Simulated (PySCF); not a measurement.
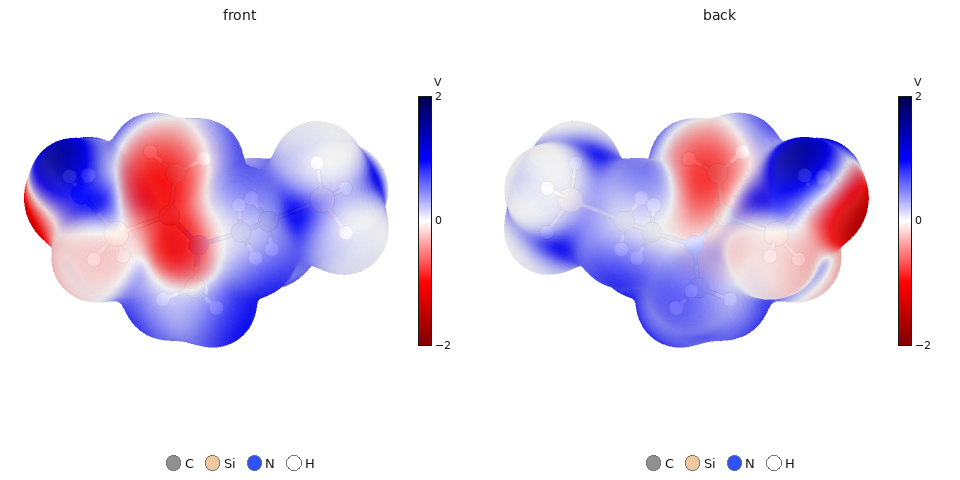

Figure 1: C5H16N2Si2 (SMILES C=C([SiH2]N)N(C)CC[SiH3]). The electrostatic potential painted on the density surface at 0.002 e/bohr³, seen from the front and from behind; the colour scale runs from red (negative) to blue (positive).

Geometry: GFN2-xTB.

The calculation used PySCF 2.14.0, PBE0/pcSseg-1, SCF density, gas phase, non-relativistic.

```xyz
25

C    -1.0185    1.2562    0.9768
C    -1.0903    0.0220    0.4540
Si   -2.7722   -0.5476   -0.2314
N    -4.0521    0.5992   -0.0923
N    -0.0261   -0.8622    0.4353
C    -0.0767   -1.9975   -0.4505
C     1.3039   -0.3992    0.7638
C     1.9612    0.4300   -0.3444
Si    3.6395    1.1516    0.1676
H    -1.9019    1.8683    1.0256
H    -0.1301    1.7053    1.3871
H    -2.6761   -0.7835   -1.6764
H    -3.2586   -1.7175    0.5073
H    -4.3791    0.8360    0.8305
H    -4.0042    1.4356   -0.6516
H     0.7437   -2.6732   -0.2051
H    -1.0126   -2.5366   -0.3166
H     0.0102   -1.7204   -1.5093
H     1.2428    0.1859    1.6842
H     1.9212   -1.2772    0.9787
H     2.0757   -0.1957   -1.2319
H     1.2796    1.2369   -0.6201
H     3.4721    1.9621    1.3765
H     4.5770    0.0602    0.4467
H     4.1605    1.9854   -0.9168
```

Describe the electrostatic potential map.

Answer. The most negative region (about −1.5 V) lies over N4, the most positive (about +1.5 V) over H14 and H15. N4 is the likeliest acceptor of a hydrogen bond.

How polar is the molecule by this calculation?

Answer. Its dipole moment is 0.69 D.
